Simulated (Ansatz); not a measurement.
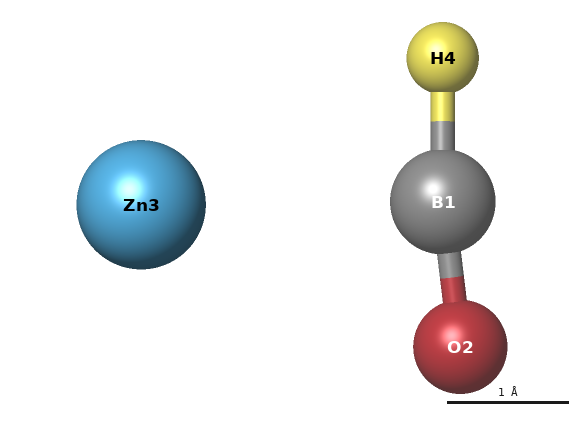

Numbered structure. The geometry was computed by an optimisation with PBE-D4/def2-SVP. No frequency run is at hand to confirm it as a minimum.

Estimate the angles O2–B1–H4.

```tsv
angle	degrees
O2–B1–H4	171.7
```
